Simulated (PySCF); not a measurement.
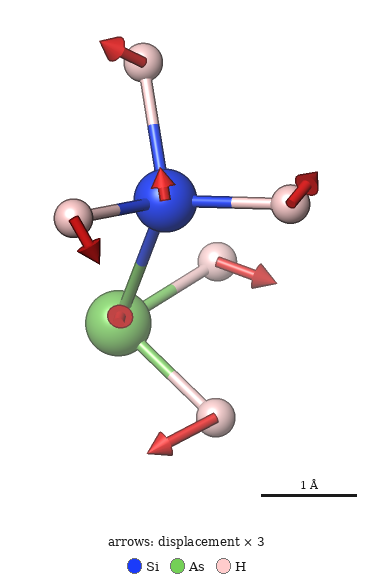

This is a relaxation of SiAsH5. The starting structure is drawn; red arrows show the displacements, magnified 3 times. The two geometries are superimposed by the best rigid fit.

Style: ball-and-stick. Shown from a free direction.

The start comes from GFN2-xTB. Its atoms were then displaced at random by about 0.03 Å.

Method: PySCF, PBE0-D3(BJ)/def2-SVP geometry optimisation, gas phase. 

Question: Atoms of which element are displaced furthest, and by how much?

Answer: Hydrogen: up to 0.29 Å, against 0.13 Å for arsenic.

Question: Describe the change and its energy.

Answer: After 8 geometry steps the energy has fallen by 24.4 kJ/mol. The largest move after the best rigid fit is that of an H atom, 0.29 Å. By element the largest moves are H 0.29 Å, As 0.13 Å, Si 0.12 Å. Some distances before and after: As–Si 2.249 → 2.372 Å, H–Si 1.428 → 1.494 Å, H–Si 1.540 → 1.494 Å, As–H 1.481 → 1.526 Å. Bond angles that change, for instance: As–Si–H 119.5° → 113.3°, As–Si–H 113.2° → 108.4°, H–Si–H 104.1° → 108.7°.
